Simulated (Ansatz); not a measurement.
**HCl+ (doublet): PBE, r2SCAN, PBE0, B3LYP, wB97M-V, B2PLYP, RPA-PBE over vertical gaps between states, cc-pVDZ**

Aim: run HCl+ (doublet) with these functionals over vertical gaps between states, and hold them against the top wave-function level at the same points.

Method: cc-pVDZ, all electrons in the functionals, frozen cores in the correlation of double hybrids and RPA; program: Ansatz 0.2.0, Gaussian basis.

The runs, in order: PBE, r2SCAN, PBE0, B3LYP, wB97M-V, B2PLYP, RPA-PBE, at charge 1, doublet; charge 1, quartet.

6 further runs of the same task are left out: 2 that didn't finish, 4 set aside as unsound or not needed. Runs told in other sessions of the task aren't counted.

### 1 What is computed

The geometry is a PBE0/def2-TZVP stationary point (not a proven minimum).

2 atoms, charge 1, spin multiplicity 2.

Atoms are counted from 1 here; the program's logs count them from 0.

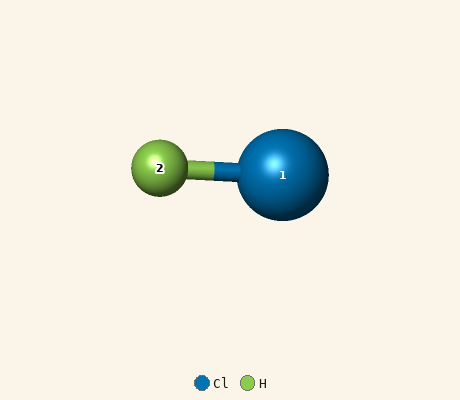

The geometry (chlorine blue, hydrogen green); atoms are numbered from 1 in the order of the file.

No dispersion term is added; wB97M-V holds VV10 nonlocal correlation. B3LYP takes the VWN-RPA correlation.

The geometry shown and the zero of energy belong to the point charge 1, doublet. The yardstick, FCI, and other wave-function levels (R restricted, U unrestricted, valence and pair active spaces) come from earlier runs.

### 2 PBE, charge 1, doublet

Input file in.yaml:

```yaml
crystal:
  periodic: [false, false, false]
  atoms:
    - {symbol: Cl, position_ang: [0.000000, 0.000000, 0.000000]}
    - {symbol: H, position_ang: [0.000000, 0.000000, 1.321200]}
basis:
  gaussian: {orbitals: cc-pVDZ}
total_charge: 1
magnetization: {spin_polarized: true, initial_magnetization: 1}
hamiltonian: {xc: {name: PBE}}
output: {orbitals: {seedname: orbitals}}
```

Launch:

```bash
> ansatz run in.yaml --threads 1 --pin off --events-out ev --progress --plain --max-ram 2393MiB
```

The program printed:

```text
Functional definition: PBE
  name "PBE"
  cite "Perdew, Burke & Ernzerhof, Phys. Rev. Lett. 77, 3865 (1996) doi:10.1103/PhysRevLett.77.3865"
  parent pbe
  parameter kappa = 0.804
  parameter beta = 0.06672455060314922
  exchange = pbe_x(kappa = kappa, mu = beta*pi^2/3)
  correlation = pbe_c(beta = beta)
240 factors; integrals over basis functions are off by at most 7.5e-4 eV
mean field evaluation 1: about -12520.1840 eV, gradient 1.4e1 eV
mean field evaluation 2: about -12520.5336 eV, gradient 1.2e1 eV
mean field evaluation 4: about -12521.3167 eV, gradient 3.2e-1 eV
mean field evaluation 8: about -12521.3164 eV, gradient 6.3e-4 eV
mean field evaluation 16: about -12521.3164 eV, gradient 9.6e-2 eV
mean field -12521.31644887 eV, -460.1498922429 hartree, gradient 9.2e-6 eV, S^2 0.752300; 1 other end points of the search recorded, 0 dependent functions left out
reference -12521.31646493 eV, -460.1498928331 hartree; 9, 8 occupied and 14, 15 virtual orbitals, 240 factors
Total energy: -12521.31646493 eV, -460.1498928331 hartree
```

It took 0.36 s on 1 thread of Intel Xeon at 2.60GHz, shared host.

From the report: ⟨S²⟩ of the determinant 0.752 (pure doublet: 0.75).

### 3 PBE, charge 1, quartet

Edit in.yaml of step 2 so:

```diff
@@ -8,3 +8,3 @@
 total_charge: 1
-magnetization: {spin_polarized: true, initial_magnetization: 1}
+magnetization: {spin_polarized: true, initial_magnetization: 3}
 hamiltonian: {xc: {name: PBE}}
```

Same command.

The program printed:

```text
Functional definition: PBE
  name "PBE"
  cite "Perdew, Burke & Ernzerhof, Phys. Rev. Lett. 77, 3865 (1996) doi:10.1103/PhysRevLett.77.3865"
  parent pbe
  parameter kappa = 0.804
  parameter beta = 0.06672455060314922
  exchange = pbe_x(kappa = kappa, mu = beta*pi^2/3)
  correlation = pbe_c(beta = beta)
240 factors; integrals over basis functions are off by at most 7.5e-4 eV
mean field evaluation 1: about -12512.0306 eV, gradient 1.0e1 eV
mean field evaluation 2: about -12512.5632 eV, gradient 5.9e0 eV
mean field evaluation 4: about -12512.7786 eV, gradient 1.5e-1 eV
mean field evaluation 8: about -12512.7776 eV, gradient 2.5e-4 eV
mean field -12512.77758381 eV, -459.8360947397 hartree, gradient 1.5e-5 eV, S^2 3.751588; 0 other end points of the search recorded, 0 dependent functions left out
reference -12512.77760429 eV, -459.8360954925 hartree; 10, 7 occupied and 13, 16 virtual orbitals, 240 factors
Total energy: -12512.77760429 eV, -459.8360954925 hartree
```

Wall time 0.3 s (1 thread of Intel Xeon at 2.60GHz, shared host).

From the report: ⟨S²⟩ of the determinant 3.752 (pure quartet: 3.75).

From charge 1, doublet: +8.539 eV.

### 4 r2SCAN, charge 1, doublet

Input file in.yaml:

```yaml
crystal:
  periodic: [false, false, false]
  atoms:
    - {symbol: Cl, position_ang: [0.000000, 0.000000, 0.000000]}
    - {symbol: H, position_ang: [0.000000, 0.000000, 1.321200]}
basis:
  gaussian: {orbitals: cc-pVDZ}
total_charge: 1
magnetization: {spin_polarized: true, initial_magnetization: 1}
hamiltonian: {xc: {name: r2SCAN}}
output: {forces: true}
```

Launched as before.

The program printed:

```text
Functional definition: r2SCAN
  name "r2SCAN"
  cite "Furness, Kaplan, Ning, Perdew & Sun, J. Phys. Chem. Lett. 11, 8208 (2020) doi:10.1021/acs.jpclett.0c02405"
  cite "Furness, Kaplan, Ning, Perdew & Sun, J. Phys. Chem. Lett. 11, 9248 (2020) doi:10.1021/acs.jpclett.0c03077"
  parent r2scan
  parameter k0 = 0.174
  parameter k1 = 0.065
  parameter a1 = 4.9479
  exchange = r2scan_x(k0 = k0, k1 = k1, a1 = a1)
  correlation = r2scan_c
240 factors; integrals over basis functions are off by at most 7.5e-4 eV
mean field evaluation 1: about -12524.7556 eV, gradient 1.2e1 eV
mean field evaluation 2: about -12525.2075 eV, gradient 8.9e0 eV
mean field evaluation 4: about -12525.6122 eV, gradient 3.1e-1 eV
mean field evaluation 8: about -12525.6114 eV, gradient 2.0e-3 eV
mean field evaluation 16: about -12525.6114 eV, gradient 9.5e-2 eV
mean field -12525.61144605 eV, -460.3077304781 hartree, gradient 6.4e-5 eV, S^2 0.754280; 1 other end points of the search recorded, 0 dependent functions left out
the calculation of the forces begins
reference -12525.61145036 eV, -460.3077306365 hartree; 9, 8 occupied and 14, 15 virtual orbitals, 240 factors
Total energy: -12525.61145036 eV, -460.3077306365 hartree
Atom 0 at     0.000000     0.000000     0.000000 Å, force     0.000000    -0.000000    -0.344862 eV/Å
Atom 1 at     0.000000     0.000000     1.321200 Å, force    -0.000000     0.000000     0.344862 eV/Å
Dipole moment:     0.000000     0.000000     0.363639 e Å
```

It took 0.84 s on 1 thread of Intel Xeon at 2.60GHz, shared host.

From the report: ⟨S²⟩ of the determinant 0.754 (pure doublet: 0.75).

### 5 r2SCAN, charge 1, quartet

Edit in.yaml of step 4 so:

```diff
@@ -8,4 +8,3 @@
 total_charge: 1
-magnetization: {spin_polarized: true, initial_magnetization: 1}
+magnetization: {spin_polarized: true, initial_magnetization: 3}
 hamiltonian: {xc: {name: r2SCAN}}
-output: {forces: true}
```

Launched as before.

The program printed:

```text
Functional definition: r2SCAN
  name "r2SCAN"
  cite "Furness, Kaplan, Ning, Perdew & Sun, J. Phys. Chem. Lett. 11, 8208 (2020) doi:10.1021/acs.jpclett.0c02405"
  cite "Furness, Kaplan, Ning, Perdew & Sun, J. Phys. Chem. Lett. 11, 9248 (2020) doi:10.1021/acs.jpclett.0c03077"
  parent r2scan
  parameter k0 = 0.174
  parameter k1 = 0.065
  parameter a1 = 4.9479
  exchange = r2scan_x(k0 = k0, k1 = k1, a1 = a1)
  correlation = r2scan_c
240 factors; integrals over basis functions are off by at most 7.5e-4 eV
mean field evaluation 1: about -12516.4974 eV, gradient 8.9e0 eV
mean field evaluation 2: about -12516.9580 eV, gradient 4.2e0 eV
mean field evaluation 4: about -12517.0651 eV, gradient 1.5e-1 eV
mean field evaluation 8: about -12517.0568 eV, gradient 4.3e-4 eV
mean field -12517.05675852 eV, -459.9933515099 hartree, gradient 1.9e-5 eV, S^2 3.752883; 0 other end points of the search recorded, 0 dependent functions left out
reference -12517.05676491 eV, -459.9933517446 hartree; 10, 7 occupied and 13, 16 virtual orbitals, 240 factors
Total energy: -12517.05676491 eV, -459.9933517446 hartree
```

Wall time 0.66 s (1 thread of Intel Xeon at 2.60GHz, shared host).

From the report: ⟨S²⟩ of the determinant 3.753 (pure quartet: 3.75).

From charge 1, doublet: +8.555 eV.

### 6 PBE0, charge 1, doublet

Edit in.yaml of step 5 so:

```diff
@@ -8,3 +8,4 @@
 total_charge: 1
-magnetization: {spin_polarized: true, initial_magnetization: 3}
-hamiltonian: {xc: {name: r2SCAN}}
+magnetization: {spin_polarized: true, initial_magnetization: 1}
+hamiltonian: {xc: {name: PBE0}}
+output: {forces: true, orbitals: {seedname: orbitals}}
```

Same command.

The program printed:

```text
Functional definition: PBE0
  name "PBE0"
  cite "Adamo & Barone, J. Chem. Phys. 110, 6158 (1999) doi:10.1063/1.478522"
  cite "Perdew, Burke & Ernzerhof, Phys. Rev. Lett. 77, 3865 (1996) doi:10.1103/PhysRevLett.77.3865"
  parent pbe
  parameter a = 0.25
  parameter kappa = 0.804
  parameter beta = 0.06672455060314922
  exchange = (1 - a)*pbe_x(kappa = kappa, mu = beta*pi^2/3) + a*exact_x
  correlation = pbe_c(beta = beta)
240 factors; integrals over basis functions are off by at most 7.5e-4 eV
mean field evaluation 1: about -12521.6084 eV, gradient 1.2e1 eV
mean field evaluation 2: about -12522.0716 eV, gradient 7.3e0 eV
mean field evaluation 4: about -12522.3410 eV, gradient 5.9e-1 eV
mean field evaluation 8: about -12522.3844 eV, gradient 2.0e-2 eV
mean field -12522.38444023 eV, -460.1891402013 hartree, gradient 7.6e-5 eV, S^2 0.753198; 0 other end points of the search recorded, 0 dependent functions left out
the calculation of the forces begins
reference -12522.38445220 eV, -460.1891406413 hartree; 9, 8 occupied and 14, 15 virtual orbitals, 240 factors
Total energy: -12522.38445220 eV, -460.1891406413 hartree
Atom 0 at     0.000000     0.000000     0.000000 Å, force     0.000000     0.000000    -0.316126 eV/Å
Atom 1 at     0.000000     0.000000     1.321200 Å, force     0.000000    -0.000000     0.316126 eV/Å
Dipole moment:    -0.000000     0.000000     0.363008 e Å
```

Run time: 0.42 s. Hardware: 1 thread of Intel Xeon at 2.60GHz, shared host.

From the report: ⟨S²⟩ of the determinant 0.753 (pure doublet: 0.75).

### 7 PBE0, charge 1, quartet

Edit in.yaml of step 6 so:

```diff
@@ -8,4 +8,4 @@
 total_charge: 1
-magnetization: {spin_polarized: true, initial_magnetization: 1}
+magnetization: {spin_polarized: true, initial_magnetization: 3}
 hamiltonian: {xc: {name: PBE0}}
-output: {forces: true, orbitals: {seedname: orbitals}}
+output: {orbitals: {seedname: orbitals}}
```

The command is unchanged.

The program printed:

```text
Functional definition: PBE0
  name "PBE0"
  cite "Adamo & Barone, J. Chem. Phys. 110, 6158 (1999) doi:10.1063/1.478522"
  cite "Perdew, Burke & Ernzerhof, Phys. Rev. Lett. 77, 3865 (1996) doi:10.1103/PhysRevLett.77.3865"
  parent pbe
  parameter a = 0.25
  parameter kappa = 0.804
  parameter beta = 0.06672455060314922
  exchange = (1 - a)*pbe_x(kappa = kappa, mu = beta*pi^2/3) + a*exact_x
  correlation = pbe_c(beta = beta)
240 factors; integrals over basis functions are off by at most 7.5e-4 eV
mean field evaluation 1: about -12513.3211 eV, gradient 8.1e0 eV
mean field evaluation 2: about -12513.7200 eV, gradient 3.1e0 eV
mean field evaluation 4: about -12513.7769 eV, gradient 4.8e-1 eV
mean field evaluation 8: about -12513.8613 eV, gradient 3.7e-2 eV
mean field -12513.86132891 eV, -459.8759216378 hartree, gradient 8.8e-5 eV, S^2 3.752383; 0 other end points of the search recorded, 0 dependent functions left out
reference -12513.86134428 eV, -459.8759222025 hartree; 10, 7 occupied and 13, 16 virtual orbitals, 240 factors
Total energy: -12513.86134428 eV, -459.8759222025 hartree
```

Wall time 0.39 s (1 thread of Intel Xeon at 2.60GHz, shared host).

From the report: ⟨S²⟩ of the determinant 3.752 (pure quartet: 3.75).

From charge 1, doublet: +8.523 eV.

The fields below are evaluated on a grid from the run's orbitals.

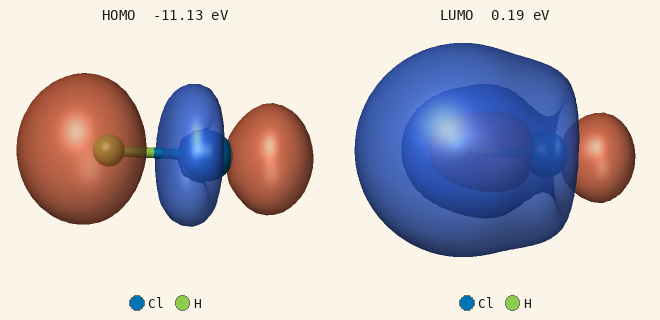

PBE0/cc-pVDZ orbitals (alpha spin) near the gap, drawn at the value that encloses 70 % of each; the two colours are the two signs.

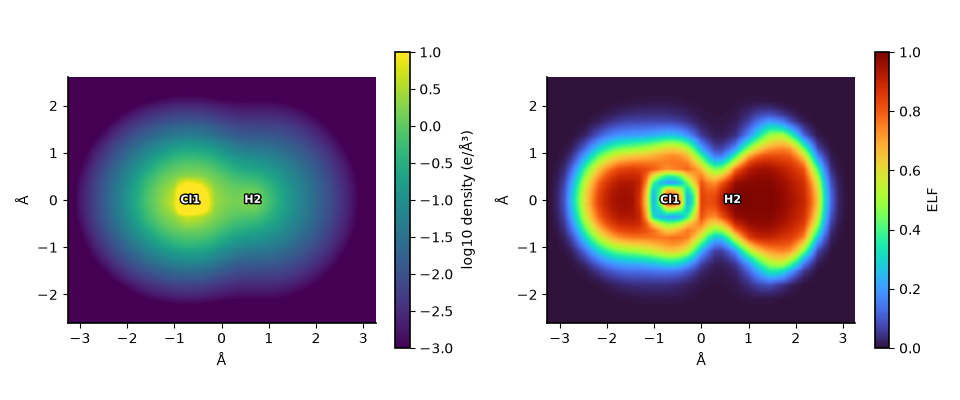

Density (left) and ELF (right) in a plane through or near 2 of the atoms.

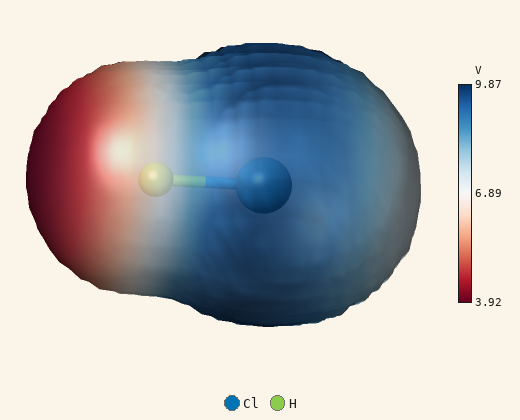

The potential that a unit positive charge feels on the 0.002 e/bohr³ surface, from 3.92 to 9.87 V.

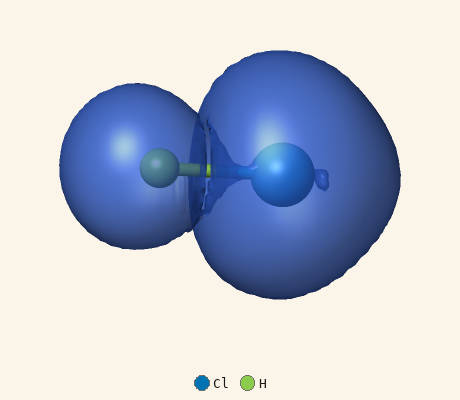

Spin density at ±0.06 e/Å³ (alpha excess blue, beta excess red).

### 8 B3LYP, charge 1, doublet

Input file in.yaml:

```yaml
crystal:
  periodic: [false, false, false]
  atoms:
    - {symbol: Cl, position_ang: [0.000000, 0.000000, 0.000000]}
    - {symbol: H, position_ang: [0.000000, 0.000000, 1.321200]}
basis:
  gaussian: {orbitals: cc-pVDZ}
total_charge: 1
magnetization: {spin_polarized: true, initial_magnetization: 1}
hamiltonian: {xc: {name: B3LYP}}
```

Same command.

The program printed:

```text
Functional definition: B3LYP
  name "B3LYP"
  cite "Stephens, Devlin, Chabalowski & Frisch, J. Phys. Chem. 98, 11623 (1994) doi:10.1021/j100096a001"
  cite "Becke, Phys. Rev. A 38, 3098 (1988) doi:10.1103/PhysRevA.38.3098"
  cite "Lee, Yang & Parr, Phys. Rev. B 37, 785 (1988) doi:10.1103/PhysRevB.37.785"
  cite "Vosko, Wilk & Nusair, Can. J. Phys. 58, 1200 (1980) doi:10.1139/p80-159"
  parameter a0 = 0.2
  parameter ax = 0.72
  parameter ac = 0.81
  exchange = (1 - a0 - ax)*slater_x + ax*b88_x + a0*exact_x
  correlation = (1 - ac)*vwn_rpa_c + ac*lyp_c
240 factors; integrals over basis functions are off by at most 7.5e-4 eV
mean field evaluation 1: about -12526.0309 eV, gradient 1.3e1 eV
mean field evaluation 2: about -12526.5092 eV, gradient 8.9e0 eV
mean field evaluation 4: about -12526.9079 eV, gradient 6.7e-1 eV
mean field evaluation 8: about -12526.9430 eV, gradient 1.8e-2 eV
mean field evaluation 16: about -12526.9430 eV, gradient 2.0e-5 eV
mean field -12526.94298213 eV, -460.3566635263 hartree, gradient 2.0e-5 eV, S^2 0.752517; 0 other end points of the search recorded, 0 dependent functions left out
reference -12526.94311043 eV, -460.3566682412 hartree; 9, 8 occupied and 14, 15 virtual orbitals, 240 factors
Total energy: -12526.94311043 eV, -460.3566682412 hartree
```

Wall time 0.39 s (1 thread of Intel Xeon at 2.60GHz, shared host).

From the report: ⟨S²⟩ of the determinant 0.753 (pure doublet: 0.75).

### 9 B3LYP, charge 1, quartet

Edit in.yaml of step 8 so:

```diff
@@ -8,3 +8,3 @@
 total_charge: 1
-magnetization: {spin_polarized: true, initial_magnetization: 1}
+magnetization: {spin_polarized: true, initial_magnetization: 3}
 hamiltonian: {xc: {name: B3LYP}}
```

Same command.

The program printed:

```text
Functional definition: B3LYP
  name "B3LYP"
  cite "Stephens, Devlin, Chabalowski & Frisch, J. Phys. Chem. 98, 11623 (1994) doi:10.1021/j100096a001"
  cite "Becke, Phys. Rev. A 38, 3098 (1988) doi:10.1103/PhysRevA.38.3098"
  cite "Lee, Yang & Parr, Phys. Rev. B 37, 785 (1988) doi:10.1103/PhysRevB.37.785"
  cite "Vosko, Wilk & Nusair, Can. J. Phys. 58, 1200 (1980) doi:10.1139/p80-159"
  parameter a0 = 0.2
  parameter ax = 0.72
  parameter ac = 0.81
  exchange = (1 - a0 - ax)*slater_x + ax*b88_x + a0*exact_x
  correlation = (1 - ac)*vwn_rpa_c + ac*lyp_c
240 factors; integrals over basis functions are off by at most 7.5e-4 eV
mean field evaluation 1: about -12517.7611 eV, gradient 8.7e0 eV
mean field evaluation 2: about -12518.1944 eV, gradient 3.7e0 eV
mean field evaluation 4: about -12518.2761 eV, gradient 4.4e-1 eV
mean field evaluation 8: about -12518.3432 eV, gradient 4.4e-3 eV
mean field -12518.34324809 eV, -460.0406291294 hartree, gradient 6.8e-6 eV, S^2 3.751858; 0 other end points of the search recorded, 0 dependent functions left out
reference -12518.34338586 eV, -460.0406341926 hartree; 10, 7 occupied and 13, 16 virtual orbitals, 240 factors
Total energy: -12518.34338586 eV, -460.0406341926 hartree
```

Run time: 0.39 s. Hardware: 1 thread of Intel Xeon at 2.60GHz, shared host.

From the report: ⟨S²⟩ of the determinant 3.752 (pure quartet: 3.75).

From charge 1, doublet: +8.600 eV.

### 10 wB97M-V, charge 1, doublet

Edit in.yaml of step 9 so:

```diff
@@ -8,3 +8,4 @@
 total_charge: 1
-magnetization: {spin_polarized: true, initial_magnetization: 3}
-hamiltonian: {xc: {name: B3LYP}}
+magnetization: {spin_polarized: true, initial_magnetization: 1}
+hamiltonian: {xc: {name: wB97M-V}}
+output: {forces: true, orbitals: {seedname: orbitals}}
```

Launched as before.

The program printed:

```text
Functional definition: wB97M-V
  name "wB97M-V"
  cite "Mardirossian & Head-Gordon, J. Chem. Phys. 144, 214110 (2016) doi:10.1063/1.4952647"
  cite "Becke, J. Chem. Phys. 107, 8554 (1997) doi:10.1063/1.475007"
  cite "Vydrov & Van Voorhis, J. Chem. Phys. 133, 244103 (2010) doi:10.1063/1.3521275"
  # Of w^i u^j: cxij and so on, Table III.
  parameter omega = 0.3/bohr
  parameter cx = 0.15
  parameter cx01 = 1.007
  parameter cx10 = 0.259
  parameter css00 = 0.443
  parameter css04 = -1.437
  parameter css10 = -4.535
  parameter css20 = -3.390
  parameter css43 = 4.278
  parameter cos00 = 1.000
  parameter cos10 = 1.358
  parameter cos20 = 2.924
  parameter cos21 = -8.812
  parameter cos60 = -1.390
  parameter cos61 = 9.142
  parameter b = 6.0
  parameter c = 0.01
  gx(w, u) = 1 - cx + cx01*u + cx10*w
  gss(w, u) = css00 + css04*u^4 + css10*w + css20*w^2 + css43*w^4*u^3
  gos(w, u) = cos00 + cos10*w + (cos20 + cos21*u)*w^2 + (cos60 + cos61*u)*w^6
  exchange = spin_sum(e_x_unif_sr(omega)*gx(b97_w, b97_u_x)) + cx*exact_x_sr(omega) + exact_x_lr(omega)
  correlation = spin_sum(e_c_pw_mod_same_spin*gss(b97_w, b97_u_same))
      + integral(e_c_pw_mod_opposite_spin*gos(b97_w_opposite, b97_u_opposite)) + vv10(b, c)
240 factors; integrals over basis functions are off by at most 7.5e-4 eV
61 factors; integrals over basis functions are off by at most 4.0e-5 eV
mean field evaluation 1: about -12525.2004 eV, gradient 9.5e0 eV
mean field evaluation 2: about -12525.6431 eV, gradient 4.0e0 eV
mean field evaluation 4: about -12525.7172 eV, gradient 3.0e-1 eV
mean field evaluation 8: about -12525.7421 eV, gradient 1.7e-2 eV
mean field evaluation 16: about -12525.7421 eV, gradient 2.7e-5 eV
mean field -12525.74211869 eV, -460.3125326088 hartree, gradient 2.7e-5 eV, S^2 0.751840; 0 other end points of the search recorded, 0 dependent functions left out
the calculation of the forces begins
reference -12525.74213605 eV, -460.3125332471 hartree; 9, 8 occupied and 14, 15 virtual orbitals, 240 factors
Total energy: -12525.74213605 eV, -460.3125332471 hartree
Atom 0 at     0.000000     0.000000     0.000000 Å, force    -0.000000    -0.000000    -0.320271 eV/Å
Atom 1 at     0.000000     0.000000     1.321200 Å, force    -0.000000    -0.000000     0.320271 eV/Å
Dipole moment:    -0.000000     0.000000     0.359768 e Å
```

It took 1.3 s on 1 thread of Intel Xeon at 2.60GHz, shared host.

From the report: ⟨S²⟩ of the determinant 0.752 (pure doublet: 0.75).

### 11 wB97M-V, charge 1, quartet

Edit in.yaml of step 10 so:

```diff
@@ -8,4 +8,4 @@
 total_charge: 1
-magnetization: {spin_polarized: true, initial_magnetization: 1}
+magnetization: {spin_polarized: true, initial_magnetization: 3}
 hamiltonian: {xc: {name: wB97M-V}}
-output: {forces: true, orbitals: {seedname: orbitals}}
+output: {orbitals: {seedname: orbitals}}
```

The command is unchanged.

The program printed:

```text
Functional definition: wB97M-V
  name "wB97M-V"
  cite "Mardirossian & Head-Gordon, J. Chem. Phys. 144, 214110 (2016) doi:10.1063/1.4952647"
  cite "Becke, J. Chem. Phys. 107, 8554 (1997) doi:10.1063/1.475007"
  cite "Vydrov & Van Voorhis, J. Chem. Phys. 133, 244103 (2010) doi:10.1063/1.3521275"
  # Of w^i u^j: cxij and so on, Table III.
  parameter omega = 0.3/bohr
  parameter cx = 0.15
  parameter cx01 = 1.007
  parameter cx10 = 0.259
  parameter css00 = 0.443
  parameter css04 = -1.437
  parameter css10 = -4.535
  parameter css20 = -3.390
  parameter css43 = 4.278
  parameter cos00 = 1.000
  parameter cos10 = 1.358
  parameter cos20 = 2.924
  parameter cos21 = -8.812
  parameter cos60 = -1.390
  parameter cos61 = 9.142
  parameter b = 6.0
  parameter c = 0.01
  gx(w, u) = 1 - cx + cx01*u + cx10*w
  gss(w, u) = css00 + css04*u^4 + css10*w + css20*w^2 + css43*w^4*u^3
  gos(w, u) = cos00 + cos10*w + (cos20 + cos21*u)*w^2 + (cos60 + cos61*u)*w^6
  exchange = spin_sum(e_x_unif_sr(omega)*gx(b97_w, b97_u_x)) + cx*exact_x_sr(omega) + exact_x_lr(omega)
  correlation = spin_sum(e_c_pw_mod_same_spin*gss(b97_w, b97_u_same))
      + integral(e_c_pw_mod_opposite_spin*gos(b97_w_opposite, b97_u_opposite)) + vv10(b, c)
240 factors; integrals over basis functions are off by at most 7.5e-4 eV
61 factors; integrals over basis functions are off by at most 4.0e-5 eV
mean field evaluation 1: about -12516.6889 eV, gradient 6.2e0 eV
mean field evaluation 2: about -12516.9557 eV, gradient 1.5e0 eV
mean field evaluation 4: about -12516.9715 eV, gradient 3.7e-1 eV
mean field evaluation 8: about -12517.0215 eV, gradient 2.2e-2 eV
mean field evaluation 16: about -12517.0215 eV, gradient 1.8e-5 eV
mean field -12517.02153098 eV, -459.9920569217 hartree, gradient 1.8e-5 eV, S^2 3.751155; 0 other end points of the search recorded, 0 dependent functions left out
reference -12517.02155098 eV, -459.9920576568 hartree; 10, 7 occupied and 13, 16 virtual orbitals, 240 factors
Total energy: -12517.02155098 eV, -459.9920576568 hartree
```

Wall time 1.3 s (1 thread of Intel Xeon at 2.60GHz, shared host).

From the report: ⟨S²⟩ of the determinant 3.751 (pure quartet: 3.75).

From charge 1, doublet: +8.721 eV.

[end of part 1 of 2]
